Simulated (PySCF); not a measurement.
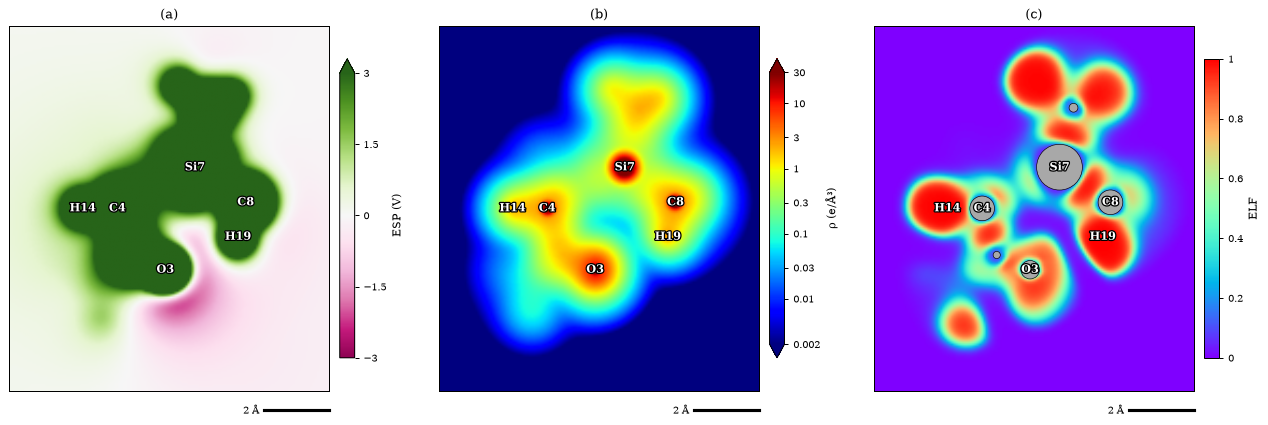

Figure 1: C7H14O2Si (SMILES CC(=O)[C@H]1CO[Si](C)(C)C1). (a) electrostatic potential; (b) electron density; (c) ELF on the plane of atoms Si7, C8 and H19. Grey discs cover the atomic cores in the ELF map.

Geometry: GFN2-xTB.

Computed with PBE0/pcSseg-1, SCF density, gas phase, non-relativistic (PySCF).

Input file:

```
{"job": {"kind": "nmr", "xc": "PBE0", "basis": "pcSseg-1"}, "charge": 0, "multiplicity": 1}
C      3.252949    -0.228176    -0.560870
C      1.865998    -0.658014    -0.144055
O      1.388960    -1.702192    -0.509755
C      1.108751     0.321742     0.730629
C      0.661731     1.506793    -0.151214
O     -0.456659     1.132416    -0.896768
Si    -1.392469    -0.026987    -0.170632
C     -1.694034    -1.460951    -1.369910
C     -3.040920     0.728679     0.409990
C     -0.170454    -0.309949     1.274722
H      3.660225     0.539503     0.089599
H      3.909953    -1.094831    -0.575720
H      3.202593     0.157591    -1.578152
H      1.775723     0.684877     1.517762
H      0.400116     2.354582     0.494363
H      1.444593     1.828058    -0.843432
H     -2.448605    -2.133099    -0.976808
H     -2.049140    -1.086947    -2.324882
H     -0.789704    -2.032928    -1.546552
H     -3.605183     1.084508    -0.445595
H     -2.902478     1.568309     1.084313
H     -3.651606    -0.009603     0.917533
H     -0.484706     0.208097     2.179725
H      0.002633    -1.351713     1.528959
```

Launched as:

```sh
OMP_NUM_THREADS=1 python probes_run.py task.json out
```

Interpret the plot.

The plane passes through O, C, Si and H nuclei.
C–Si (1.89 Å): ρ at the midpoint is about 0.94 e/Å³; the ELF peaks at about 0.95 between the atoms (a shared electron pair).
C–H (1.09 Å): ρ is about 2 e/Å³ halfway; the ELF climbs to about 1 towards the hydrogen, as it does in any bond to H (an ordinary covalent bond to hydrogen).
The ELF also peaks beside O3, away from the bonds: lone-pair regions.
Outside the dense part of the molecule the potential is most negative (−2.0 V) near O3.
